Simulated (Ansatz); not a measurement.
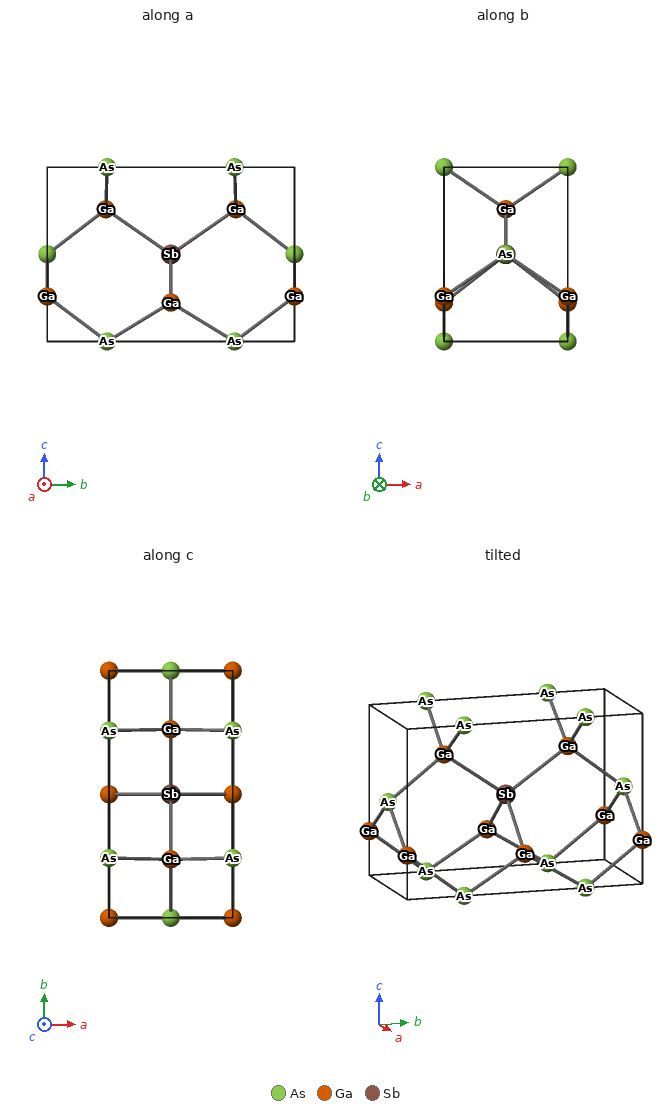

Structure drawing (ball-and-stick), viewed along the a axis, along the b axis, along the c axis and slightly off an axis. The wireframe shows the conventional unit cell.

Lattice parameters: a = 4.0942 Å, b = 8.1866 Å, c = 5.7733 Å, α = 90.000°, β = 90.000°, γ = 90.000°.

From the views, write a CIF with its space group and independent sites, with free fractional coordinates to two decimals.

```cif
data_structure
_symmetry_space_group_name_H-M 'P m m 2'
_symmetry_Int_Tables_number 25
_cell_length_a 4.0942
_cell_length_b 8.1866
_cell_length_c 5.7733
_cell_angle_alpha 90.000
_cell_angle_beta 90.000
_cell_angle_gamma 90.000
_cell_volume 193.51
loop_
_atom_site_label
_atom_site_type_symbol
_atom_site_symmetry_multiplicity
_atom_site_Wyckoff_symbol
_atom_site_fract_x
_atom_site_fract_y
_atom_site_fract_z
_atom_site_occupancy
As1 As 2 g 0.00 0.24 0.00 1
Ga1 Ga 2 h 0.50 0.24 0.76 1
As2 As 1 c 0.50 0.00 0.50 1
Ga2 Ga 1 a 0.00 0.00 0.26 1
Sb1 Sb 1 d 0.50 0.50 0.50 1
Ga3 Ga 1 b 0.00 0.50 0.22 1
```

The structure was taken from a structure type filled with these elements by a generator (whether the compound takes this form wasn't checked). A relaxation with DFT, r2SCAN, plane waves, PAW (Ansatz 0.2.0) gave the geometry drawn.
